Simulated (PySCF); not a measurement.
```xyz
2

Ru    0.0000    0.0000   -0.2316
O     0.0000    0.0000    1.4754
```

Core potentials replace the inner electrons of Ru.

The calculation used PySCF, PBE0/cc-pVDZ(-PP), non-relativistic Hamiltonian with scalar-relativistic core potentials where named, at a bond length of 1.707 Å.

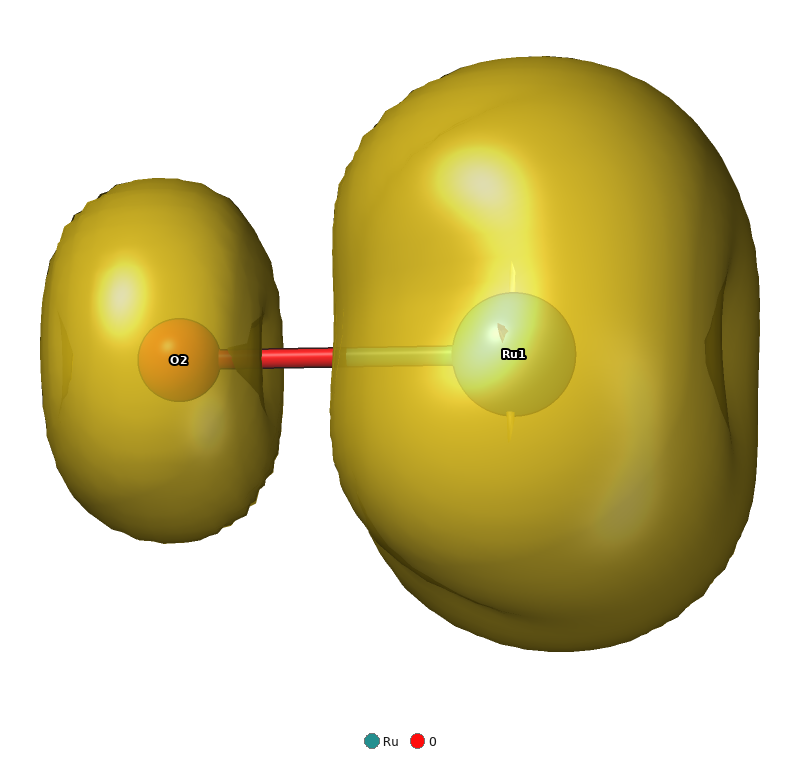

RuO (quintet). Isosurface of the spin density (α minus β) at +0.05 e/Å³ (yellow), seen from one side.

**Describe the spin distribution.**

The unpaired spin (4 electrons) lies mostly on Ru1 (about 3.3) and O2 (about 0.7), in electrons by Hirshfeld's partition.
